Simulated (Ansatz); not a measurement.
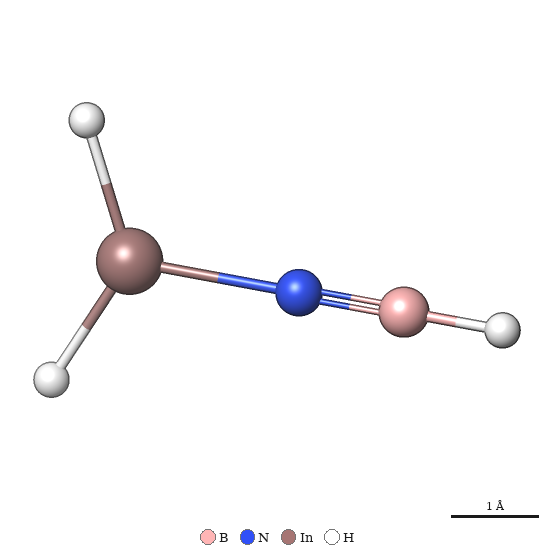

A ball-and-stick model of a molecule. Double and triple bonds are drawn as two and three sticks.

Computed geometry: PBE0-D4/def2-TZVP optimisation. No frequency run is at hand to confirm it as a minimum.

**Give the formula.**

BH₃InN, 6 atoms: 1 boron, 3 hydrogen, 1 indium and 1 nitrogen.

**What is its SMILES?**

B=[N][InH2]

**Name functional groups in it.**

Among them: B–H bond.

**How many bonds of each kind are drawn?**

2 In–H, 1 B–N, 1 In–N, 1 B–H.

The parts below concern this one geometry. Atoms keep their numbers from picture to picture.

### Dipole moment

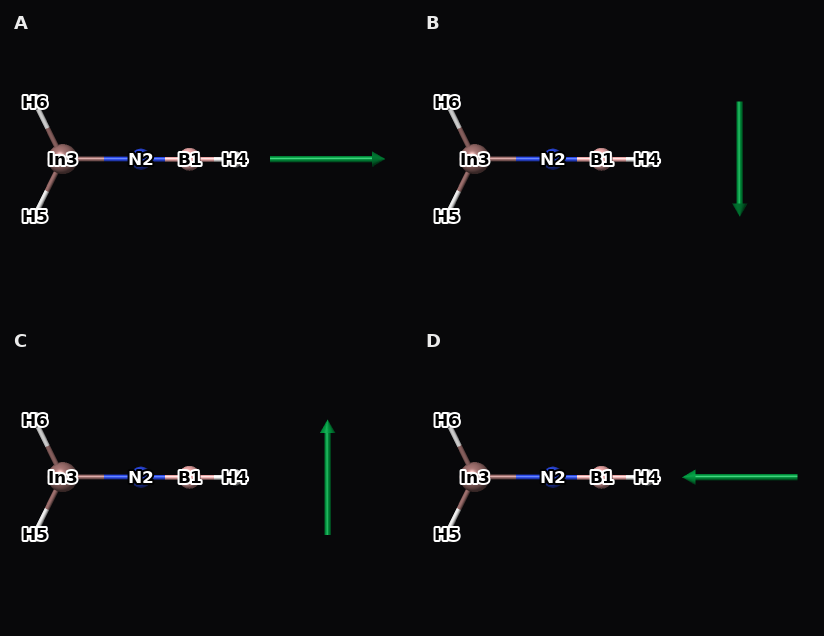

The same molecule four times, each with an arrow. No frequency run is at hand to confirm it as a minimum. Level of theory: RKS PBE0-D4/def2-TZVP, core potentials on In (Ansatz 0.2.0).

**Which arrow points along the dipole moment, from the negative to the positive end?**

D. The dipole moment is 0.40 D; it points from the side of H4 to the side of H5, H6 (the outermost atoms at the two ends).

### Electronic properties

No frequency run is at hand to confirm it as a minimum. Level of theory: RKS PBE0-D4/def2-TZVPP, core potentials on In (Ansatz 0.2.0).

**What is the LUMO energy (Kohn–Sham orbital)?**

−1.65 eV.

**Estimate the HOMO energy (Kohn–Sham orbital).**

−7.62 eV.

### Charges

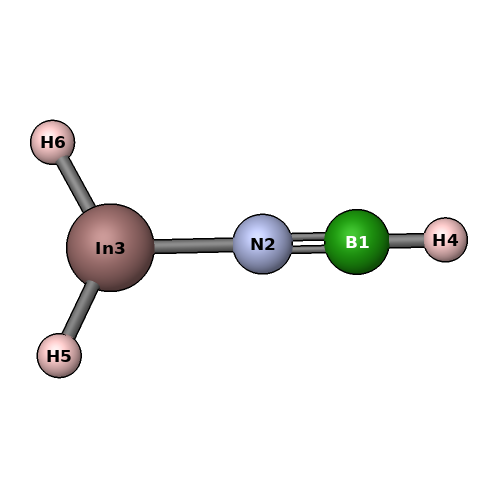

The questions are on Mulliken charges. No frequency run is at hand to confirm it as a minimum. Properties computed with RKS PBE0-D4/def2-TZVP, core potentials on In (Ansatz 0.2.0).

**Which atom carries the highest charge (most positive or least negative)?**

In3 (0.49 e).

**And the lowest?**

N2 (−0.23 e).

Give the Mulliken charges atom by atom.

```
atom  value (e)
  B1      −0.16
  N2      −0.23
 In3       0.49
  H4       0.08
  H5      −0.09
  H6      −0.09
```

Mulliken values depend strongly on the basis set and can even reverse the polarity of a bond.
